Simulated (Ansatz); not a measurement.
Level of theory: PBE (plane waves to 420 eV, PAW; Ansatz, a program for electronic structure).

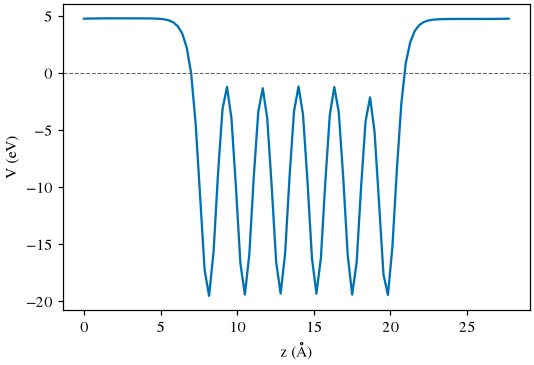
*Electrostatic potential energy of an electron, averaged over planes parallel to the surface, in eV from the Fermi level, for the (110) surface of bcc Ta, clean 1x1 (bottom of the slab: a bare face, its two planes held)*

Slab: 6 atoms, 11.7 Å thick at the start with caps and adatoms (thin: gaps and levels are the slab's own); k 14x14x1, smearing 0.1 eV, dipole-corrected; 2 atoms held, the rest relaxed; held to the start's symmetry, so lower structures may exist; no spin, no spin-orbit, no U.

The vacuum level lies 4.72 eV above the Fermi level over the top face and 4.78 eV above it under the bottom face.
